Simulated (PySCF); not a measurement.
Si(H)2(Me)2, SMILES [SiH2](C)C (C₂H₈Si) at its PBE0/def2-SVP optimised geometry (Å):

```
11

Si    -0.8883    -0.1926     0.0000
C      0.9935    -0.1926     0.0000
C     -1.5803    -1.1026    -1.4948
H     -1.3881     1.2208     0.0000
H     -1.3881    -0.8416     1.2556
H      1.3875    -1.2208     0.0240
H      1.3881     0.3416     0.8781
H      1.3875     0.3014    -0.9021
H     -2.6812    -1.1000    -1.4835
H     -1.2443    -2.1514    -1.5078
H     -1.2502    -0.6283    -2.4324
```

Method: PBE0/def2-TZVP run with PySCF. Cells within 0.4 Å of a nucleus heavier than hydrogen are left out (blank, or x).

Map of the log10 of the electron density (e/bohr³), floored at −4 on the plane z = 0.0 Å:

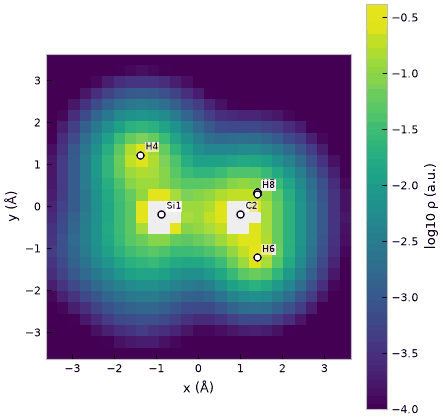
Figure. Log10 of the electron density (e/bohr³), floored at −4 on the plane z = 0.0 Å.
